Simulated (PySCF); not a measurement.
# F4Fe ([FeF4]2+): the cost of one run

Programs: PySCF 2.14.0, with routines of our own; each step states its level. All values are computed. Atoms count from 0.

### 1 The starting structure

5 atoms, charge 2, states of the metal's open shell are computed; geometry from: model geometry, bond lengths from ionic radii.

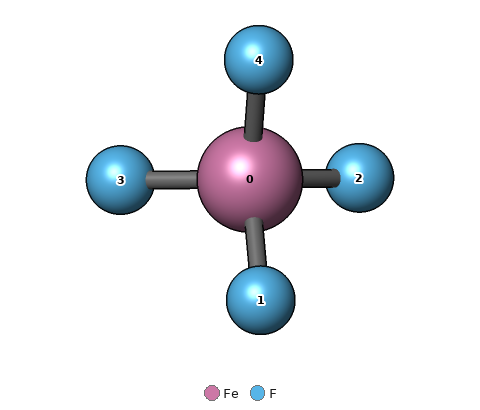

The starting geometry (iron pink, fluorine blue); sticks join atoms by distance alone.

### 2 Ligand-field states: state-averaged CASSCF

Job settings and geometry (Å):

```
{"job": {"kind": "lf", "basis": {"metal": "x2c-TZVPall", "ligand": "x2c-SVPall"}, "nevpt": true}, "charge": 2, "metal": "Fe", "open_shell": "d2"}
Fe     0.000000     0.000000     0.000000
F      0.894893     0.894893     0.894893
F     -0.894893    -0.894893     0.894893
F     -0.894893     0.894893    -0.894893
F      0.894893    -0.894893    -0.894893
```

Level: state-averaged CASSCF of the metal d shell, SC-NEVPT2 on the averaged canonical orbitals, state-interaction spin-orbit coupling.

Run with:

```sh
$ OMP_NUM_THREADS=1 python lf_run.py task.json out
```

The driver reads the jobs from task.json and runs them one after another.

**Question.** How long does this first job take on 1 thread of Arm Neoverse V2, shared host, and how much memory does it need?

About 5.3 s, with a peak of 0.24 GiB.
